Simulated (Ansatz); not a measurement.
**ClFH2SSn (SMILES [F][SnH]([SH])[Cl]): density, localisation and related maps**

```yaml
atoms:
  - { symbol: F, position_ang: [-1.8787, 0.3477, -0.9221] }
  - { symbol: Sn, position_ang: [0.0144, -0.0104, -0.5843] }
  - { symbol: S, position_ang: [0.7367, 1.2665, 1.3345] }
  - { symbol: Cl, position_ang: [0.0686, -2.2953, -0.0027] }
  - { symbol: H, position_ang: [0.8582, 0.3157, -2.0473] }
  - { symbol: H, position_ang: [0.2429, 0.3118, 2.1756] }
```

Core potentials replace the inner electrons of Sn.

Level of theory: Ansatz, RKS PBE-D4/def2-SVP.

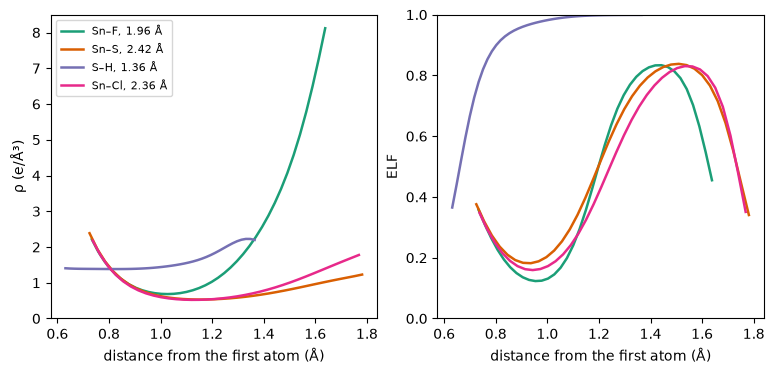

Figure 1. Electron density and ELF along straight lines between neighbouring atoms. The curves leave out the atomic cores.

What can be read from the curves?

Answer. Sn–F (1.96 Å): ρ at the midpoint is about 0.71 e/Å³; the ELF peaks at about 0.85 in the valence shell of F, 0.5 Å from its nucleus, and drops to about 0.10 between the two atoms.
Sn–S (2.42 Å): the density is about 0.54 e/Å³ at the midpoint; the ELF peaks at about 0.85 in the valence shell of S, 0.9 Å from its nucleus, and drops to about 0.20 between the two atoms.
S–H (1.36 Å): the density is about 1.4 e/Å³ at the midpoint; the ELF climbs to about 1 towards the hydrogen, as it does in any bond to H.
Sn–Cl (2.36 Å): ρ is about 0.53 e/Å³ halfway; the ELF peaks at about 0.85 in the valence shell of Cl, 0.8 Å from its nucleus, and drops to about 0.15 between the two atoms.

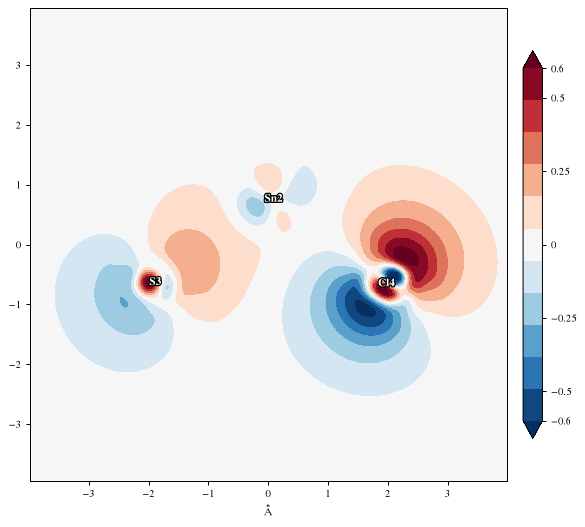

Figure 2. The HOMO−1 on the plane of atoms S3, Sn2 and Cl4 (values in Å⁻³ᐟ²; the overall sign is arbitrary).

Describe this orbital and give its energy.

Answer. It lies mainly on Cl4 (about 70 %), S3 (about 15 %) and Sn2 (about 10 %); largely a lone pair of Cl4. Its energy is −7.63 eV.
